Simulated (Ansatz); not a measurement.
The calculation's input:

```
crystal:
  periodic: [false, false, false]
  atoms:
    - { symbol: C, position_ang: [-1.0684, -0.9022, 0.8324] }
    - { symbol: B, position_ang: [0.4095, -0.4883, 0.6181] }
    - { symbol: Cl, position_ang: [1.6916, -1.4114, 1.5112] }
    - { symbol: Si, position_ang: [0.9854, 0.9632, -0.59] }
    - { symbol: O, position_ang: [0.3663, 0.5822, -2.1898] }
    - { symbol: H, position_ang: [-1.664, 0.0411, 1.2103] }
    - { symbol: H, position_ang: [-1.5287, -1.1591, -0.1481] }
    - { symbol: H, position_ang: [-1.1729, -1.6779, 1.5352] }
    - { symbol: H, position_ang: [2.3784, 1.1145, -0.5529] }
    - { symbol: H, position_ang: [0.2997, 2.209, -0.1045] }
    - { symbol: H, position_ang: [-0.6315, 0.6718, -2.1014] }
basis:
  gaussian: { orbitals: def2-SVP }
hamiltonian:
  xc: pbe0
  dispersion: d4
relax:
  f_tol: 0.015
  max_steps: 40
output:
  orbitals: {}
```

Launched as:

```sh
ansatz run input.yaml --threads 2 --pin off --max-ram 3072MiB --backend cpu --events-out ev --progress --plain --runs-dir out
```

The fields are those of the run's last geometry, not of the input's.

Method: RKS PBE0-D4/def2-SVP (Ansatz 0.2.0).

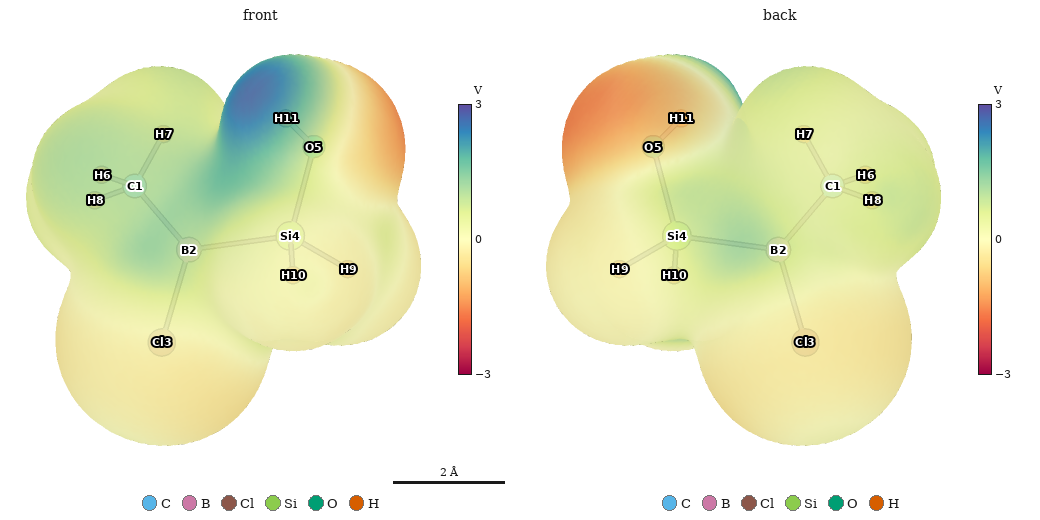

CH₆BClOSi. The electrostatic potential painted on the density surface at 0.002 e/bohr³, seen from the front and from behind; red is negative and blue positive.

Where is the surface potential most negative and most positive?

The most negative region (about −1.5 V) lies over O5, the most positive (about +2.6 V) over H11. O5 is the likeliest acceptor of a hydrogen bond.
